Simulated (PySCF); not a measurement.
## Electronic structure of C6H15OPSi in real space

Input file:

```
{"job": {"kind": "nmr", "xc": "PBE0", "basis": "pcSseg-1"}, "charge": 0, "multiplicity": 1}
C      2.505281     0.637802     1.625973
C      2.377106    -0.505911     0.685797
C      1.290236    -0.812794    -0.010243
P     -0.288842     0.086176     0.050916
O     -0.711772     0.603097     1.361322
C     -0.074645     1.431076    -1.203206
C     -1.312536     2.312770    -1.226842
C     -1.468308    -1.102604    -0.669821
Si    -1.720834    -2.526950     0.564209
H      2.819829     0.278682     2.605725
H      3.271278     1.327556     1.269108
H      1.561337     1.163850     1.723632
H      3.266488    -1.120728     0.579491
H      1.302374    -1.658110    -0.686396
H      0.139151     1.006597    -2.184995
H      0.796232     2.010412    -0.882426
H     -1.560793     2.613423    -0.210085
H     -2.163658     1.775478    -1.641544
H     -1.145967     3.206463    -1.825880
H     -2.408359    -0.569246    -0.815140
H     -1.110675    -1.443068    -1.639804
H     -2.319050    -2.030080     1.796447
H     -0.437205    -3.181104     0.835588
H     -2.618403    -3.483024    -0.094270
```

Launched as:

```sh
OMP_NUM_THREADS=1 python probes_run.py task.json out
```

Geometry: GFN2-xTB.

Theory: PySCF, PBE0/pcSseg-1, SCF density, gas phase, non-relativistic.

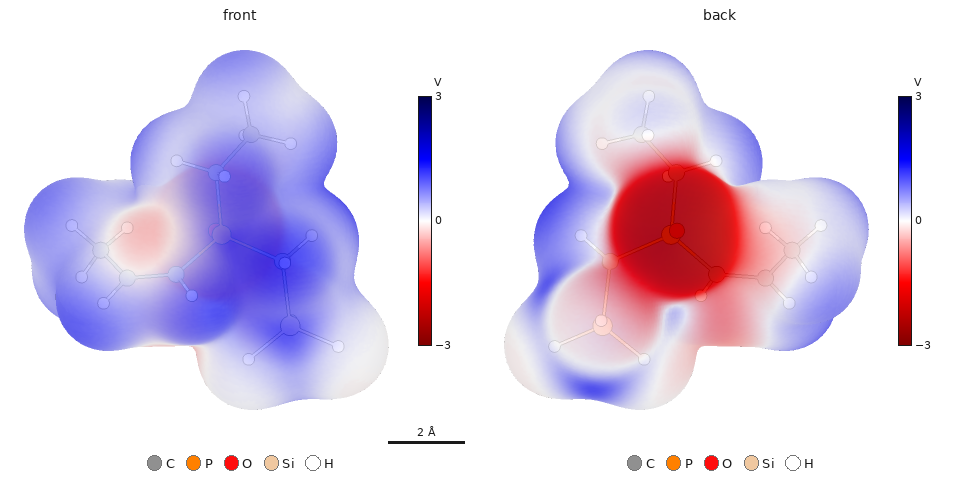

Figure 1. The molecular electrostatic potential painted on the density surface at 0.002 e/bohr³, seen from the front and from behind; red is negative and blue positive.

**Which sites attract a positive test charge, and which a negative one?**

A positive charge is drawn to the negative regions and a negative charge to the positive ones. The most negative region (about −2.3 V) lies over O5, the most positive (about +1.2 V) over H21. O5 is the likeliest acceptor of a hydrogen bond.

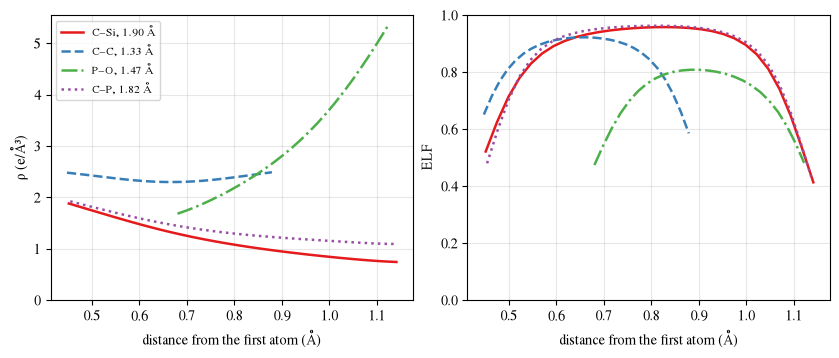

Figure 2. Electron density and electron localisation function along straight lines between neighbouring atoms. The curves leave out the atomic cores.

**Compare the contacts.**

C–Si (1.90 Å): ρ at the midpoint is about 0.89 e/Å³; the ELF peaks at about 0.95 between the atoms: localised, covalent bonding.
C–C (1.33 Å): ρ at the midpoint is about 2.3 e/Å³; the ELF peaks at about 0.90 between the atoms: a short, multiple covalent bond.
P–O (1.47 Å): the density is about 1.9 e/Å³ at the midpoint; the ELF peaks at about 0.80 between the atoms, as expected for a short, strongly polar bond.
C–P (1.82 Å): ρ at the midpoint is about 1.2 e/Å³; the ELF peaks at about 0.95 between the atoms (a shared electron pair).
